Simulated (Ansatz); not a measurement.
```xyz
7

Ge   -0.8765   -0.1788    0.4783
H     1.6774    0.1266    1.4608
O     2.0757   -0.0296    0.5665
H     2.1757   -1.0012    0.5609
O    -1.3202    1.3714   -0.3750
H    -1.2993    1.2554   -1.3456
H    -0.7435   -1.1029   -0.8685
```

Not at a stationary point (largest force 0.8 eV/Å).

Computed with RKS revPBE-D4/def2-SVP in Ansatz 0.2.0.

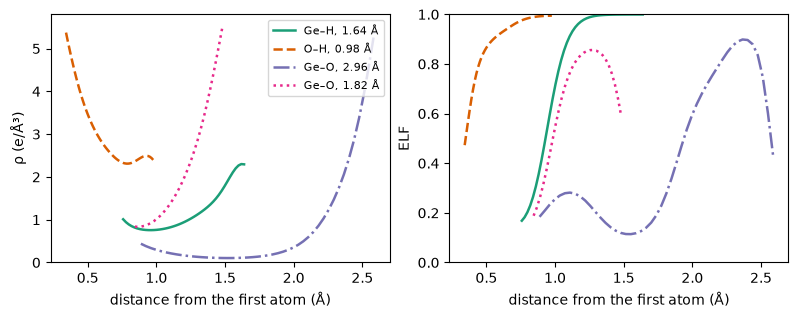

GeH₂O···H₂O. Total electron density and ELF along straight lines between neighbouring atoms. The curves leave out the atomic cores.

Question: What can be read from the curves?

Answer: Ge–H (1.64 Å): ρ is about 0.85 e/Å³ halfway; the ELF climbs to about 1 towards the hydrogen.
O–H (0.98 Å): ρ at the midpoint is about 3.6 e/Å³; the ELF climbs to about 1 towards the hydrogen (an ordinary covalent bond to hydrogen).
Ge1···O3 (2.96 Å): the density falls to about 0.1 e/Å³ on the way; the ELF dips to about 0.10 between them.
Ge–O (1.82 Å): the density is about 0.86 e/Å³ at the midpoint; the ELF peaks at about 0.85 in the valence shell of O, 0.5 Å from its nucleus, and is about 0.30 at the midpoint.
